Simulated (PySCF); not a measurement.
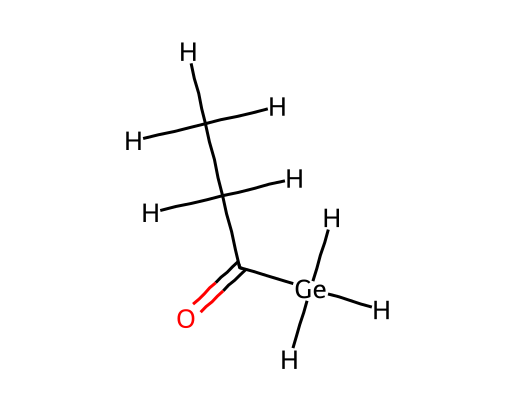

Simulated data, not a measurement (program: PySCF).

Skeletal drawing of a molecule.

### Transcribe the drawing into SMILES.

CC[C](=O)[GeH3]

### What is the molecular formula?

C3H8GeO.

### An optimisation with PBE0-D3(BJ)/def2-SVP gave a structure of which point group?

C1. Other conformers may differ.
